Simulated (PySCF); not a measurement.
Vertical excitations of a molecule C₂H₇AlClN from TDA-PBE/def2-SVPD in PySCF 2.14.0, as energy in eV (oscillator strength): 5.22 (0.037), 5.76 (0.057), 6.00 (0.013), 6.11 (0.134), 6.48 (0.009), 6.52 (0.036), 6.66 (0.055), 6.76 (0.006), 6.82 (0.008), 6.97 (0.018). Lowest triplet (TDA): 4.90 eV. Geometry optimised at PBE-D3(BJ)/def2-SVP. The values are those of a single conformer.

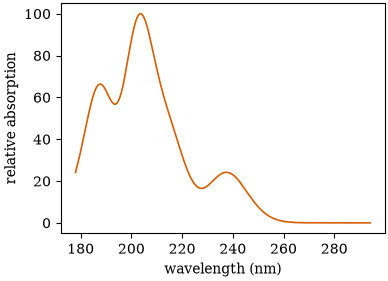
Figure: The lines broadened by 0.4 eV.

Q: Pick the molecule that these values belong to.
A) C[NH][Al]([CH3])[Cl]
B) C[N](C)[AlH][Cl]
C) C[CH2][Al]([NH2])[Cl]

A: C, C[CH2][Al]([NH2])[Cl]
